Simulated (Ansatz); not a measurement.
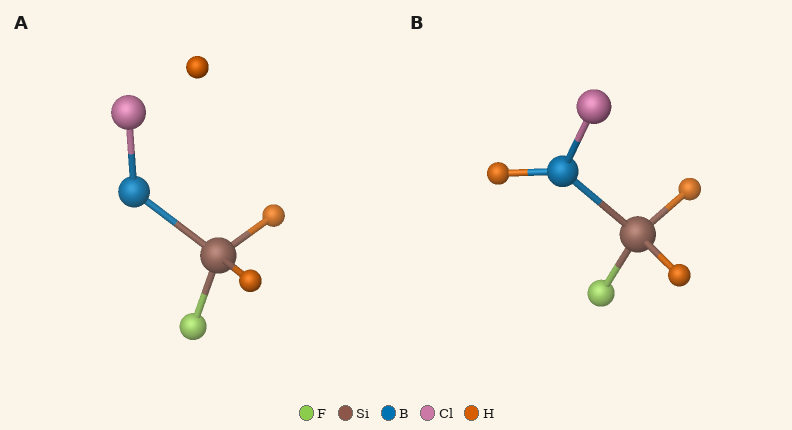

2 stationary structures of one formula. Geometries: PBE-D4/def2-SVP. Electronic energies: PBE-D4/def2-SVP (Ansatz 0.2.0), without zero-point energy. No frequency run is at hand to confirm each as a minimum. Each is one conformer, not always the lowest.

**Rank them by energy, lowest first.**

B is lowest; A lies 4.292 eV above it.
